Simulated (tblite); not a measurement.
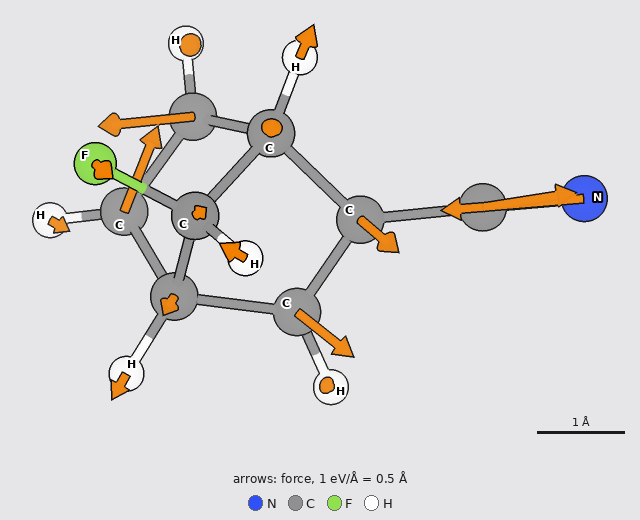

Starting geometry of C₈H₆FN with the computed forces as orange arrows. Style: ball-and-stick. Shown face on.

All numbers below come from GFN2-xTB geometry optimisation, gas phase in tblite. 

Is this structure relaxed? If not, where do the atoms go?

It isn't relaxed: the largest force vector, on the N atom, is 3.35 eV/Å. The final displacements have little in common with the starting forces (cosine between the two patterns 0.27). The atom that moves furthest after the best rigid fit is the N atom (0.34 Å). Largest moves by element: N 0.34 Å, H 0.33 Å, C 0.18 Å, F 0.06 Å. Near-neighbour distances that change, for instance: C–C 1.359 → 1.325 Å, C–C 1.494 → 1.528 Å, C–N 1.176 → 1.148 Å, C–C 1.518 → 1.546 Å. Bond angles that change, for instance: C–C–H 121.2° → 129.2°, F–C–H 113.9° → 106.6°, C–C–H 129.6° → 123.2°. Over 47 geometry steps the energy falls by 0.555 eV.
